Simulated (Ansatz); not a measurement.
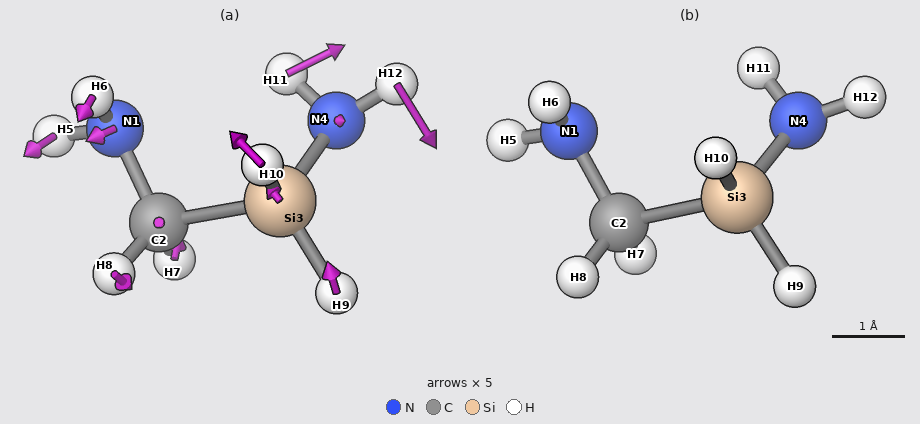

The structure of CH₈N₂Si before (left) and after (right) a relaxation, at one scale. The purple arrows give the displacements, 5 times their true length.

Style: ball-and-stick. Shown at a tilt.

The start comes from PBE-D4/def2-SVP.

Method: RKS PBE0-D4/def2-TZVP (Ansatz). Set-up: force threshold 0.005 eV/Å; at most 150 steps.

Question: Summarise the run.

Answer: The energy falls by 6.31 kJ/mol in 10 geometry steps. Largest force component: 0.61 eV/Å at the start, 0.0024 eV/Å at the end. The largest move after the best rigid fit is that of H12, 0.22 Å. By element the largest moves are H 0.22 Å, N 0.10 Å, Si 0.07 Å, C 0.03 Å. Among the contacts that change: Si3–N4 1.745 → 1.718 Å, C2–Si3 1.904 → 1.879 Å, Si3–H10 1.521 → 1.500 Å, Si3–H9 1.508 → 1.489 Å. Among the angles between lasting bonds that change: Si3–N4–H11 110.1° → 115.6°, C2–Si3–N4 103.1° → 106.2°, N4–Si3–H9 111.4° → 109.4°. The run took 22 s on 4 threads of Arm Neoverse V2, on a shared host.
